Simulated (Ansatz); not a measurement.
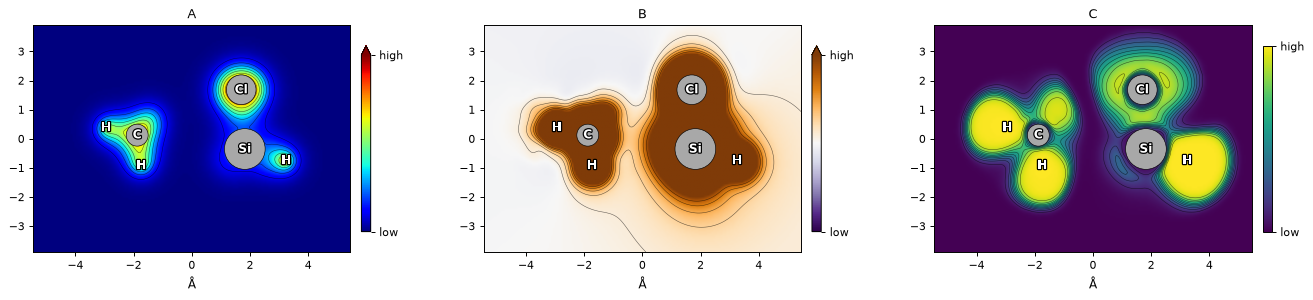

ClFH₂Si···CH₄···HF: 3 fields on the plane of atoms H4, Si1 and Cl5, with unlabelled colour scales. Grey discs cover the atomic cores.

All numbers below come from UKS PBE0-D4/def2-SVP in Ansatz.

```yaml
atoms:
  - { symbol: Si, position_ang: [-1.3932, 1.1465, -0.8245] }
  - { symbol: C, position_ang: [1.4377, -1.1998, -0.1841] }
  - { symbol: H, position_ang: [-1.0412, 0.2120, -1.9164] }
  - { symbol: H, position_ang: [-2.6584, 1.8859, -1.0370] }
  - { symbol: Cl, position_ang: [0.1292, 2.4653, -0.4982] }
  - { symbol: H, position_ang: [-0.6396, 0.0388, 1.9916] }
  - { symbol: F, position_ang: [-1.5931, 0.2570, 0.5373] }
  - { symbol: H, position_ang: [1.0680, -0.8674, 0.7940] }
  - { symbol: F, position_ang: [-0.0090, -0.0001, 2.6719] }
  - { symbol: H, position_ang: [1.6833, -0.3254, -0.8027] }
  - { symbol: H, position_ang: [2.3432, -1.8051, -0.0437] }
  - { symbol: H, position_ang: [0.6731, -1.8077, -0.6882] }
```

Question: Which field does each panel show? The fields are: electron density, electron localisation function and electrostatic potential.

Answer: Panel A: electron density. Panel B: electrostatic potential (strongly positive close to the atoms and fading to about zero outside). Panel C: electron localisation function. From the grid: Si–Cl (2.04 Å): the density is about 0.9 e/Å³ at the midpoint; the ELF peaks at about 0.90 between the atoms; a shared but strongly polarised pair.
